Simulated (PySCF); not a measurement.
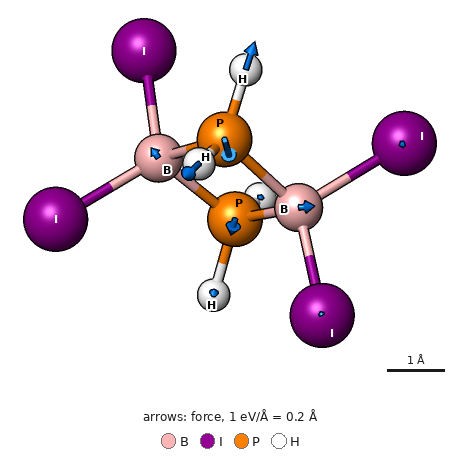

Starting geometry of B2P2H4I4 with the computed forces as blue arrows. Style: ball-and-stick. Shown from a free direction.

The start comes from GFN2-xTB. Its atoms were then displaced at random by about 0.03 Å.

These are results of PySCF, PBE0-D3(BJ)/def2-SVP geometry optimisation, gas phase, not measurements. 

> What follows when this structure is relaxed?

It isn't relaxed: the largest force vector, on a P atom, is 4.58 eV/Å. The final displacements follow the starting forces only in part (cosine between the two patterns 0.61). The energy falls by 12.9 kcal/mol in 5 geometry steps. The atom that moves furthest after the best rigid fit is an H atom (0.13 Å). Largest moves by element: H 0.13 Å, B 0.10 Å, P 0.09 Å, I 0.06 Å. Some distances before and after: H–P 1.288 → 1.414 Å, H–P 1.315 → 1.414 Å, B–I 2.285 → 2.204 Å, B–P 1.924 → 1.989 Å. Among the angles between lasting bonds that change: H–P–H 95.0° → 103.8°, B–P–H 121.3° → 115.5°, B–P–B 86.5° → 91.7°.
